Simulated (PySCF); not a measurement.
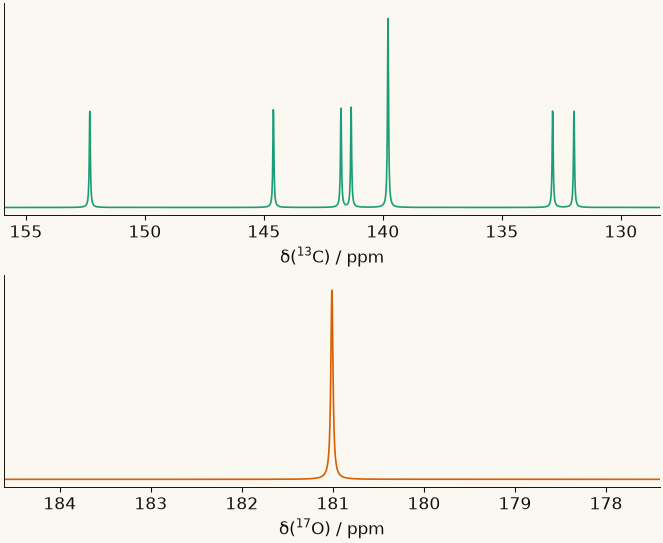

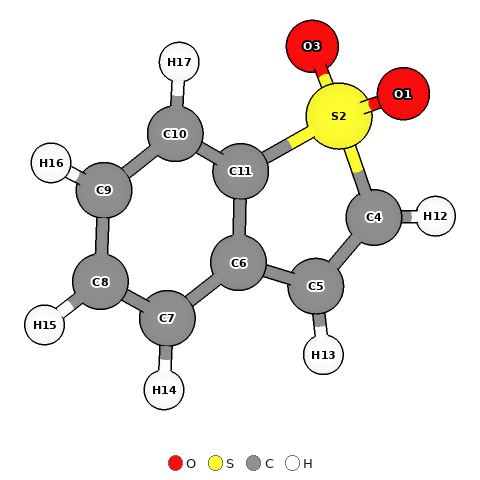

Spectrum and numbered structure of C₈H₆O₂S (1-benzothiophene 1,1-dioxide), SMILES O=S1(=O)C=Cc2ccccc21. GIAO shifts, WP04/pcSseg-2 with PySCF, at a PBE0-D3(BJ)/def2-SVP geometry (no frequency check), against TMS for ¹³C and H₂O for ¹⁷O computed at the same level (¹⁷O: a single water molecule, while the usual scale starts at liquid water and gives values some tens of ppm lower). Gas phase, fully decoupled, line heights follow the number of nuclei, widths are arbitrary (no quadrupolar broadening); values of one conformer, averaged over methyl-type rotors and exact or near symmetry.

> Which atoms give which ¹³C line?

```tsv
δ (ppm)	nuclei	atoms
152.3	1	C11
144.6	1	C4
141.8	1	C6
141.3	1	C8
139.8	1	C9
139.8	1	C5
132.9	1	C7
132.0	1	C10
```

The order of signals that lie close, as those under 2 ppm apart, is within the error of the method.

> Where does the ¹⁷O line lie?

At 181.0 ppm (O1 and O3).
